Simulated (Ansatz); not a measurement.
A series of calculations on C₂H₄FNO

### Relaxation

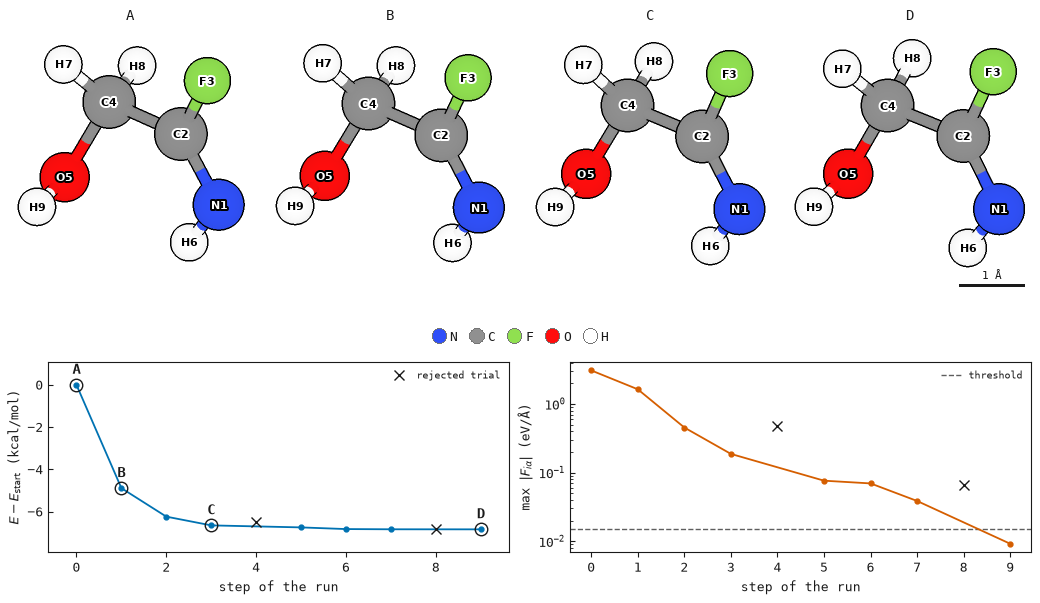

Frames of a relaxation of C2H4FNO, marked on the history of the run. Style: ball-and-stick. Shown from a free direction.

The run prepares an end point of a later path (torsion) calculation, from a guessed geometry.

Method: RKS PBE-D4/def2-SVP (Ansatz 0.2.0).

Input file:
```yaml
crystal:
  periodic: [false, false, false]
  atoms:
    - { symbol: "N", position_ang: [-0.4473, 0.8247, 1.4131] }
    - { symbol: C, position_ang: [0.476, 0.3668, 0.7157] }
    - { symbol: F, position_ang: [1.696, 0.6929, 1.0547] }
    - { symbol: C, position_ang: [0.3448, -0.5545, -0.4584] }
    - { symbol: O, position_ang: [-1.0256, -0.4288, -1.0318] }
    - { symbol: H, position_ang: [-1.375, 0.519, 1.0065] }
    - { symbol: H, position_ang: [1.0527, -0.364, -1.2161] }
    - { symbol: H, position_ang: [0.4262, -1.5757, -0.1067] }
    - { symbol: H, position_ang: [-1.0593, 0.4732, -1.3942] }
basis:
  gaussian: { orbitals: def2-SVP }
hamiltonian:
  xc: pbe
  dispersion: d4
relax:
  f_tol: 0.015
  max_steps: 40
```

Launched with:
```bash
ansatz run input.yaml --threads 1 --pin off --max-ram 2048MiB --backend cpu --events-out ev --progress --plain --runs-dir out
```

Describe the path.

Answer. The atom that moves furthest after the best rigid fit is F3 (0.24 Å). By element the largest moves are F 0.24 Å, H 0.18 Å, N 0.11 Å, O 0.11 Å, C 0.06 Å. Near-neighbour distances that change, for instance: C4–O5 1.491 → 1.409 Å, C4–H7 1.054 → 1.116 Å, C2–F3 1.308 → 1.350 Å, C4–H8 1.083 → 1.112 Å. Bond angles that change, for instance: F3–C2–C4 116.0° → 111.0°, O5–C4–H7 109.0° → 113.9°, H7–C4–H8 110.7° → 105.9°. After 7 accepted moves (9 points after the start) the energy has fallen by 6.84 kcal/mol. The largest force component goes from 3.1 to 0.0092 eV/Å. The line search rejected the trial steps at points 4, 8 of the run. The run took 32 s on 1 thread of Arm Neoverse V2 (shared host), peak memory 0.14 GiB. From step 0 to 1: N1 moves most (0.05 Å), energy −4.89 kcal/mol. From step 1 to 3: F3 moves most (0.11 Å), energy −1.76 kcal/mol. From step 3 to 9: F3 moves most (0.09 Å), energy −0.19 kcal/mol.

### Relaxation

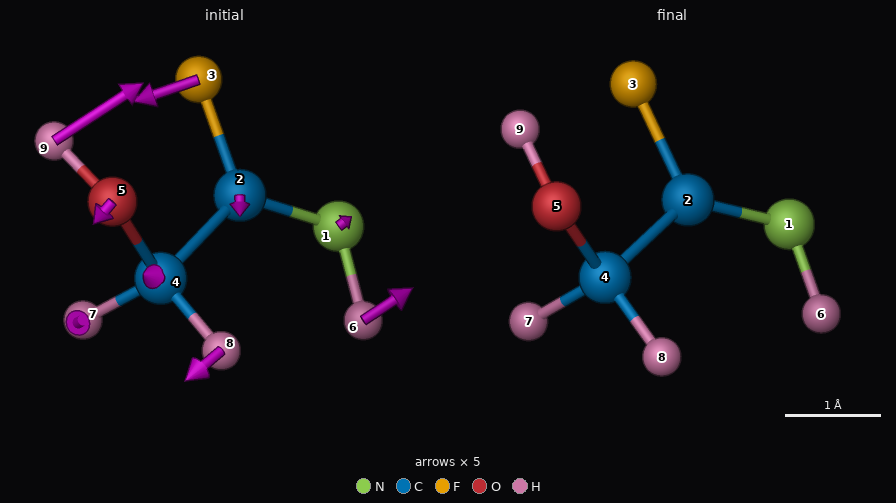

The structure of C2H4FNO before (left) and after (right) a relaxation, at one scale. The purple arrows give the displacements, 5 times their true length.

The picture is a ball-and-stick view, seen from a free direction.

The run prepares an end point of a later path (torsion) calculation, from a guessed geometry.

Method: RKS PBE-D4/def2-SVP in Ansatz 0.2.0. (no spin polarisation; force threshold 0.015 eV/Å; at most 40 steps)

Describe what moved and what it gained.

Answer. Over 7 geometry steps the energy falls by 31.1 kJ/mol. Largest force component: 2.5 eV/Å at the start, 0.01 eV/Å at the end. H9 moves most after the best rigid fit: 0.23 Å. Largest moves by element: H 0.23 Å, F 0.15 Å, C 0.07 Å, O 0.07 Å, N 0.04 Å. Near-neighbour distances that change, for instance: C4–O5 1.491 → 1.406 Å, C4–H7 1.054 → 1.122 Å, C2–F3 1.308 → 1.362 Å, N1–H6 1.058 → 1.031 Å. Bond angles that change, for instance: F3–C2–C4 116.0° → 109.2°, C2–C4–H7 113.2° → 106.8°, N1–C2–C4 126.9° → 132.9°.

### Path

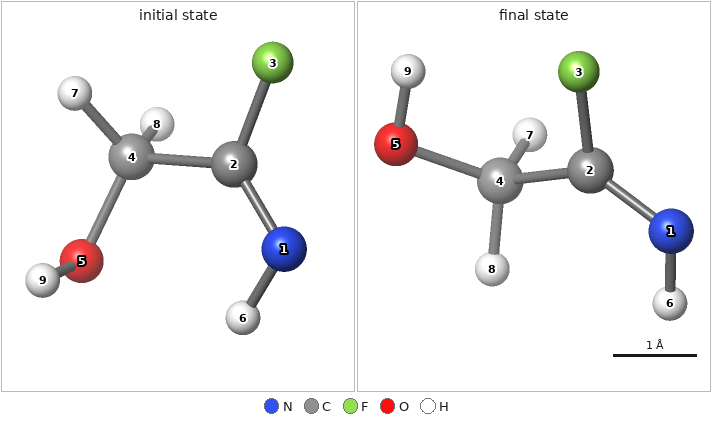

The two relaxed end points of a path for C$_{2}$H$_{4}$FNO. Style: ball-and-stick. Shown at a tilt.

Method: RKS PBE-D4/def2-SVP (Ansatz 0.2.0).

Set-up: 7 movable images; climbing image; force threshold 0.03 eV/Å; iteration limit 53.

Start:
```xyz
9

N    -0.4608    0.9283    1.4298
C     0.4368    0.3538    0.7555
F     1.7302    0.4682    1.1250
C     0.2990   -0.5194   -0.4786
O    -1.0158   -0.5240   -0.9853
H    -1.3713    0.6906    0.9983
H     1.0694   -0.2057   -1.2230
H     0.5555   -1.5637   -0.1950
H    -1.1546    0.3255   -1.4439
```

End:
```xyz
9

N    -0.0811    0.6053    1.8236
C     0.1027    0.5502    0.5777
F     0.4874    1.6904   -0.0605
C     0.0427   -0.5870   -0.4251
O    -0.5278   -0.2109   -1.6538
H    -0.3804   -0.3140    2.1813
H     1.0885   -0.9804   -0.5330
H    -0.5654   -1.4123   -0.0018
H    -0.0781    0.6123   -1.9257
```

Q: Predict the minimum-energy path and its barrier.

A: The highest point, image 4, lies 21.6 kJ/mol above the start and 9.8 kJ/mol above the end; the end is at +11.7 kJ/mol relative to the start. The motion is a rotation about the C2–C4 bond by about 130°. No bond forms or breaks between the ends. Among the angles between lasting bonds that change up to the highest image: C2–N1–H6 107.4° → 109.7°. The band converged in 6 iterations. The largest component of the band force went from 6.3 to 0.025 eV/Å. The climbing image converged on the top of the path. Its vibrational analysis gives one imaginary mode (103i cm⁻¹), as a transition state must have.

Energies of the converged images:

| image | path (Å) | E (kJ/mol) |
| --- | --- | --- |
| 0 | 0.00 | 0.0 |
| 1 | 0.51 | 3.6 |
| 2 | 1.02 | 11.6 |
| 3 | 1.53 | 18.8 |
| 4 | 2.04 | 21.6 |
| 5 | 2.49 | 20.1 |
| 6 | 2.95 | 16.4 |
| 7 | 3.41 | 13.0 |
| 8 | 3.87 | 11.7 |

The geometry at the top of the path:

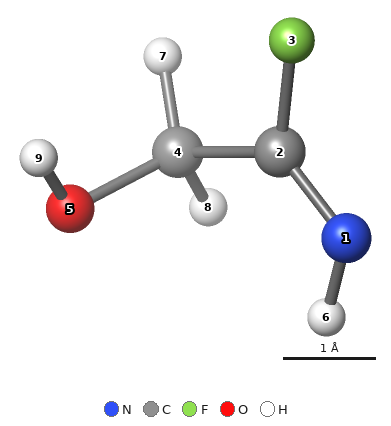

Cost: 2 min on 1 thread of Arm Neoverse V2, on a shared host, peak memory 0.12 GiB.
